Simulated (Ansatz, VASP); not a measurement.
# AgCl: VASP beside Ansatz, part 2 of 2

Aim: how closely do two programs agree when they are given the same cell, functional and k mesh? The cell is taken from a series of VASP runs on this material, whose earlier steps may have relaxed, scaled or displaced it; both programs get it as it stands. Valence electrons are named where the data sets of a main pair hold unlike numbers.

VASP 6.6.1 and Ansatz 0.2.0.

So far: Set-up; VASP: band structure, HSE06; Ansatz: band structure, HSE06.

### Step 4. Differences

Known differences besides the potentials themselves: exact exchange at q = 0 is treated differently, which shows on coarse meshes; VASP keeps PBE cores, Ansatz makes them for the functional; the data sets hold 26 valence electrons in Ansatz (on its default PAW (the set named soft_2) files) and 18 in VASP; the cutoff is 420 eV in Ansatz and 350 eV in VASP; VASP takes a coarser grid for exact exchange (PRECFOCK = Fast). Total energies have different zeros and are not compared.

Both answers:

```csv
quantity,Ansatz,VASP,difference
gap over the path points (eV),2.433,2.407,+0.026
```

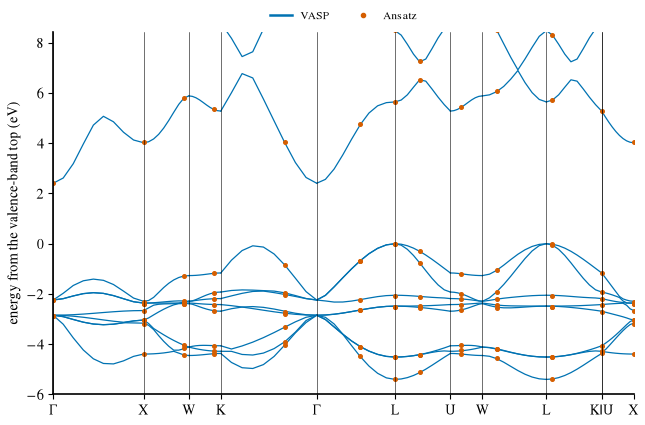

Bands from VASP (lines) and levels from Ansatz (dots). Dots without a line are higher empty bands that the VASP plot leaves out.

Levels at points of the path, from each program's valence-band top (eV; 4 filled, then empty):

```
k (reciprocal lattice)                                    Ansatz                                      VASP
     0.000 0.000 0.000  -2.87 -2.23 -2.23 -2.23 2.43 12.37 12.37  -2.85 -2.24 -2.24 -2.24 2.41 12.47 12.47
     0.500 0.000 0.500   -2.68 -2.38 -2.38 -2.31 4.04 9.39 10.37   -2.66 -2.36 -2.36 -2.29 4.02 9.42 10.36
     0.500 0.222 0.722    -2.38 -2.33 -2.29 -1.29 5.81 9.37 9.55    -2.36 -2.33 -2.28 -1.29 5.79 9.38 9.56
     0.403 0.347 0.750    -2.44 -2.21 -1.97 -1.18 5.37 8.81 9.75    -2.42 -2.19 -1.96 -1.18 5.35 8.82 9.75
     0.125 0.125 0.250  -2.70 -2.02 -1.95 -0.84 4.05 10.34 10.60  -2.69 -2.02 -1.96 -0.85 4.02 10.37 10.62
     0.278 0.278 0.278   -2.66 -2.24 -0.68 -0.68 4.76 9.16 10.54   -2.64 -2.23 -0.68 -0.68 4.74 9.16 10.58
     0.500 0.500 0.500      -2.50 -2.06 0.00 0.00 5.66 8.51 9.27      -2.49 -2.05 0.00 0.00 5.65 8.48 9.30
     0.556 0.389 0.556    -2.49 -2.11 -0.76 -0.30 6.54 7.26 9.76    -2.48 -2.10 -0.76 -0.30 6.53 7.24 9.76
     0.583 0.250 0.667    -2.43 -2.21 -2.00 -1.20 5.44 8.85 9.72    -2.42 -2.20 -1.99 -1.20 5.42 8.85 9.72
     0.500 0.306 0.694    -2.46 -2.22 -1.93 -1.06 6.07 8.52 9.52    -2.44 -2.21 -1.92 -1.06 6.05 8.51 9.53
```

Among the levels compared at these points, filled levels agree within 18 meV and empty ones within 98 meV.

### Step 5. VASP: band structure, PBE0

The same path points are solved in both programs, so levels can be compared one by one.

The run reads the wave functions of an earlier VASP run, which isn't shown here.

Contents of INCAR:

```
SYSTEM = AgCl
PREC = Accurate
ENCUT = 350
EDIFF = 1E-06
NELM = 100
ISMEAR = 0
SIGMA = 0.03
LREAL = .FALSE.
ALGO = Normal
LHFCALC = .TRUE.
AEXX = 0.25
GGA = PE
LASPH = .TRUE.
NBANDS = 15
PRECFOCK = Fast
HFRCUT = -1
LORBIT = 11
LWAVE = .FALSE.
LCHARG = .FALSE.
KPAR = 4
```

Contents of POSCAR:

```
AgCl
1.0
    0.0000000000      2.7726629968      2.7726629968
    2.7726629968      0.0000000000      2.7726629968
    2.7726629968      2.7726629968      0.0000000000
Ag Cl
1 1
Direct
    0.0000000000      0.0000000000      0.0000000000
    0.5000000000      0.5000000000      0.5000000000
```

Contents of KPOINTS:

```
Automatic mesh
0
Gamma
5 5 5
0 0 0
```

Contents of KPOINTS_OPT:

```
Line mode
10
Line-mode
Reciprocal
  0.00000000   0.00000000   0.00000000 GAMMA
  0.50000000   0.00000000   0.50000000 X

  0.50000000   0.00000000   0.50000000 X
  0.50000000   0.25000000   0.75000000 W

  0.50000000   0.25000000   0.75000000 W
  0.37500000   0.37500000   0.75000000 K

  0.37500000   0.37500000   0.75000000 K
  0.00000000   0.00000000   0.00000000 GAMMA

  0.00000000   0.00000000   0.00000000 GAMMA
  0.50000000   0.50000000   0.50000000 L

  0.50000000   0.50000000   0.50000000 L
  0.62500000   0.25000000   0.62500000 U

  0.62500000   0.25000000   0.62500000 U
  0.50000000   0.25000000   0.75000000 W

  0.50000000   0.25000000   0.75000000 W
  0.50000000   0.50000000   0.50000000 L

  0.50000000   0.50000000   0.50000000 L
  0.37500000   0.37500000   0.75000000 K

  0.62500000   0.25000000   0.62500000 U
  0.50000000   0.00000000   0.50000000 X
```

The projector-augmented-wave data sets are Ag and Cl (PBE family, release 64).

Run with:

```console
> mpirun -np 4 vasp_std
```

Numbers of over 12 decimals in the logs are rounded to 6 here.

What it wrote:

```text
[banner, memory and clock lines left out]
running    4 mpi-ranks, on    1 nodes
[...]
LDA part: xc-table for (Slater+PW92), standard interpolation
 found WAVECAR, reading the header
 POSCAR, INCAR and KPOINTS ok, starting setup
[...]
HFRCUT set to (new)   10.835465
 reading WAVECAR
 the WAVECAR file was read successfully
 initial charge from wavefunction
 entering main loop
       N       E                     dE             d eps       ncg     rms          rms(c)
DAV:   1    -0.721309525807E+01   -0.72131E+01   -0.11290E+00   314   0.116E+01    0.278E+00
DAV:   2    -0.719201410099E+01    0.21081E-01   -0.12420E-01   321   0.447E+00    0.171E+00
DAV:   3    -0.718225620751E+01    0.97579E-02   -0.32703E-02   328   0.200E+00    0.105E+00
DAV:   4    -0.718194873791E+01    0.30747E-03   -0.37297E-03   314   0.502E-01    0.657E-01
[...]
DAV:   8    -0.718187336819E+01    0.57316E-05   -0.45625E-06   314   0.180E-02    0.791E-02
DAV:   9    -0.718187178683E+01    0.15814E-05   -0.13228E-06   274   0.100E-02    0.456E-02
DAV:  10    -0.718187126390E+01    0.52293E-06   -0.46445E-07   220   0.649E-03
   1 F= -.71818713E+01 E0= -.71818713E+01  d E =-.150799E-11
 Start KPOINTS_OPT (optional k-point list driver)
k-point batch [1-10\100]
       N       E                     dE             ncg
DAV:   1     0.751449572930E+03   -0.20405E+04      316
DAV:   2    -0.286939145901E+03   -0.10384E+04      363
DAV:   3    -0.333815352269E+03   -0.46876E+02      370
DAV:   4    -0.334414235516E+03   -0.59888E+00      405
DAV:   5    -0.334419176379E+03   -0.49409E-02      370
DAV:   6    -0.334419233851E+03   -0.57472E-04      370
DAV:   7    -0.334419234791E+03   -0.94049E-06      345
[...]
k-point batch [91-100\100]
       N       E                     dE             ncg
DAV:   1     0.718452381493E+03   -0.47622E+04      316
DAV:   2    -0.307868048976E+03   -0.10263E+04      370
DAV:   3    -0.350814219870E+03   -0.42946E+02      363
DAV:   4    -0.351312820854E+03   -0.49860E+00      398
DAV:   5    -0.351317231420E+03   -0.44106E-02      384
DAV:   6    -0.351317283673E+03   -0.52253E-04      370
DAV:   7    -0.351317284511E+03   -0.83782E-06      314
```

OUTCAR, selected parts (step 5):

```text
 POSITION                                       TOTAL-FORCE (eV/Angst)
 -----------------------------------------------------------------------------------
      0.00000      0.00000      0.00000        -0.000000     -0.000000      0.000000
      2.77266      2.77266      2.77266         0.000000      0.000000     -0.000000
 -----------------------------------------------------------------------------------
    total drift:                               -0.000000      0.000000      0.000000

  FREE ENERGIE OF THE ION-ELECTRON SYSTEM (eV)
  ---------------------------------------------------
  free  energy   TOTEN  =        -7.1818712639 eV

  energy  without entropy=       -7.1818712639  energy(sigma->0) =       -7.18187126

[... 2 parts as in an earlier step ...]

[... 1 further part left out ...]
[key lines of the parts left out:]
E-fermi :   2.3987
```

### Step 6. Ansatz: band structure, PBE0

The same cell, functional, mesh and smearing now go to Ansatz, which takes its cutoff from its data sets.

The cell is taken from a series of VASP runs on this material, whose earlier steps may have relaxed, scaled or displaced it; both programs get it as it stands.

Contents of input.yaml:

```yaml
crystal:
  lattice:
    - [0.0, 2.7726629968, 2.7726629968]
    - [2.7726629968, 0.0, 2.7726629968]
    - [2.7726629968, 2.7726629968, 0.0]
  atoms:
    - { symbol: Ag, position: [0.0, 0.0, 0.0] }
    - { symbol: Cl, position: [0.5, 0.5, 0.5] }
hamiltonian:
  xc: pbe0
  pseudopotentials: { kind: paw }
kpoints:
  mp_grid: { grid: [5, 5, 5] }
  band_path:
    path:
      - [0.0, 0.0, 0.0]
      - [0.5, 0.0, 0.5]
      - [0.5, 0.22222, 0.72222]
      - [0.40278, 0.34722, 0.75]
      - [0.125, 0.125, 0.25]
      - [0.27778, 0.27778, 0.27778]
      - [0.5, 0.5, 0.5]
      - [0.55556, 0.38889, 0.55556]
      - [0.58333, 0.25, 0.66667]
      - [0.5, 0.30556, 0.69444]
      - [0.48611, 0.48611, 0.52778]
      - [0.625, 0.25, 0.625]
      - [0.5, 0.0, 0.5]
    npoints: 1
scf:
  occupations: { method: gaussian, width: 0.03 }
  n_extra_bands: 7
output:
  forces: true
  stress: true
  eigenvalues: true
```

Run with:

```console
> ansatz run input.yaml --threads 4 --pin off --max-ram 9216MiB --backend cpu --events-out ev --progress --plain --runs-dir out
```

What it wrote:

```text
[...]
Crystal: 2 atoms, lattice volume = 42.631 Å³
Basis set: ecut = 420 eV, 869 PW (Γ), exchange–correlation on 54×54×54 points (8 copies of the dense FFT grid, shifted against one another)
Bands: 20, of which v1, the nominal top of the filled ones, is band 13 counted from 1 (12 counted from 0)
Symmetry: 48 space group operations
[...]
k-points: 10 of 125
[...]
--- Band table (eV; the first three rows and the last of 10) ---
  k-point 0: bands = [... 9 lower, 3.7972, 4.4593, 4.4593, 4.4593, 9.8033, 19.8033, 19.8033, 19.8033, ... 3 higher]
  k-point 1: bands = [... 9 lower, 3.9198, 4.3613, 5.5469, 5.5469, 11.3214, 17.4236, 18.8265, 18.8265, ... 3 higher]
  k-point 2: bands = [... 9 lower, 4.1280, 4.5619, 6.5420, 6.5420, 12.9292, 15.9709, 16.9675, 16.9675, ... 3 higher]
  k-point 9: bands = [... 9 lower, 4.1688, 4.5233, 4.6611, 5.7030, 13.3256, 15.9857, 16.7193, 18.1980, ... 3 higher]
[key lines of the parts left out:]
Free energy (F): -8674.664881 eV
Fermi energy:    8.173023 eV
P = ⅓ Tr σ = 1.3126 GPa (13.126 kbar)
```

The job ended after 22 s (4 threads of Intel Xeon Platinum 8488C (Sapphire Rapids), shared host; peak memory 0.92 GiB).

### Step 7. Side by side

What differs besides the data sets and the points named for the pairs above, as far as they apply: the data sets hold 26 valence electrons in Ansatz (on its default PAW (the set named soft_2) files) and 18 in VASP. Total energies have different zeros and are not compared.

The two programs side by side:

| quantity | Ansatz | VASP | difference |
| --- | --- | --- | --- |
| gap over the path points (eV) | 3.107 | 3.084 | +0.023 |

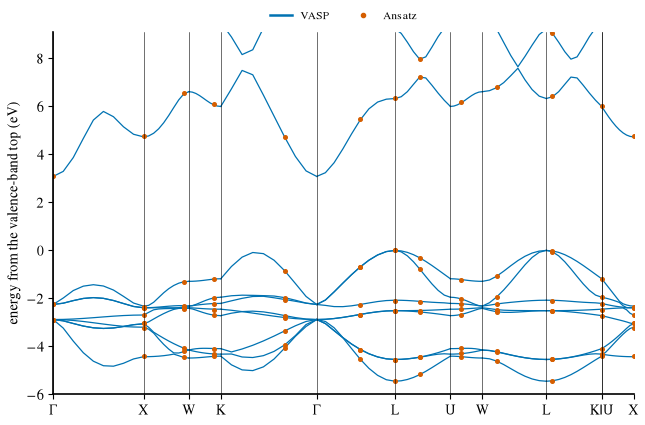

Bands from VASP (lines) and levels from Ansatz (dots). Dots without a line are higher empty bands that the VASP plot leaves out.

Levels at points of the path, from each program's valence-band top (eV; 4 filled, then empty):

| k (reciprocal lattice) | Ansatz | VASP |
| --- | --- | --- |
| 0.000 0.000 0.000 | -2.90 -2.24 -2.24 -2.24 3.11 13.11 13.11 | -2.88 -2.25 -2.25 -2.25 3.08 13.21 13.21 |
| 0.500 0.000 0.500 | -2.71 -2.41 -2.41 -2.34 4.76 10.11 11.09 | -2.69 -2.39 -2.39 -2.32 4.73 10.13 11.07 |
| 0.500 0.222 0.722 | -2.41 -2.36 -2.32 -1.31 6.54 10.08 10.27 | -2.39 -2.35 -2.30 -1.31 6.52 10.09 10.27 |
| 0.403 0.347 0.750 | -2.47 -2.23 -1.99 -1.20 6.09 9.53 10.46 | -2.45 -2.21 -1.98 -1.20 6.07 9.53 10.46 |
| 0.125 0.125 0.250 | -2.73 -2.05 -1.97 -0.85 4.74 11.05 11.32 | -2.72 -2.04 -1.97 -0.85 4.72 11.08 11.35 |
| 0.278 0.278 0.278 | -2.69 -2.26 -0.69 -0.69 5.46 9.88 11.27 | -2.67 -2.25 -0.69 -0.69 5.44 9.88 11.31 |
| 0.500 0.500 0.500 | -2.53 -2.09 0.00 0.00 6.34 9.25 9.99 | -2.51 -2.08 0.00 0.00 6.33 9.23 10.02 |
| 0.556 0.389 0.556 | -2.52 -2.13 -0.78 -0.31 7.24 7.99 10.48 | -2.50 -2.12 -0.77 -0.31 7.22 7.97 10.48 |
| 0.583 0.250 0.667 | -2.46 -2.24 -2.03 -1.22 6.17 9.56 10.44 | -2.44 -2.22 -2.02 -1.21 6.15 9.57 10.44 |
| 0.500 0.306 0.694 | -2.48 -2.25 -1.95 -1.08 6.80 9.23 10.24 | -2.47 -2.23 -1.94 -1.08 6.78 9.22 10.24 |

Among the levels compared at these points, filled levels agree within 20 meV and empty ones within 98 meV.

### Step 8. Results

```
largest difference of a filled level at the path points (band structure, HSE06) : 18 meV
largest difference of a filled level at the path points (band structure, PBE0)  : 20 meV
```

**Reading.** The largest difference of a filled level at the path points is 20 meV (band structure, PBE0), within the 80 meV picked in this series as the mark of a large difference. The data sets hold unlike numbers of valence electrons (26 in Ansatz and 18 in VASP), so part of the differences comes from the potentials. Such differences can come from data sets, numerical settings and the points named under the comparisons, not from the functional's error against experiment.

[Lines on the potential files, build, host, timing and source positions are cut from VASP's logs without a mark.]

[Logs are printed without paths, hosts, clocks, repeated set-up lines and the standing remarks that a program may print on its own settings, such as how far it seeks lower states.]

[Hosts, paths, dates, database ids (printed as entryN), source tags and the programs' standing remarks are cut or masked in the printed files.]
